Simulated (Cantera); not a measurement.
Input: 1 mol CaCO3, 0.11 mol H2O, held at 0.000110 bar.

These are equilibrium values from Cantera (NASA tables, ideal gas, pure condensed phases), not measurements of a reactor. Candidate condensed phases: C, C6H6, C7H8, C8H18, Ca, CaCO3, CaO, Ca(OH)2, H2O; 115 gas species. Kinetics and transport are ignored.

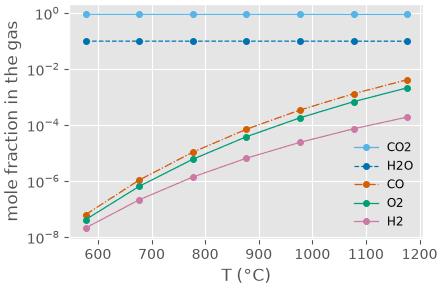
Fig. 1. Equilibrium gas composition (values under 1e-9 drawn at 1e-9)

From 577 °C to 1177 °C the condensed part is CaO(s).
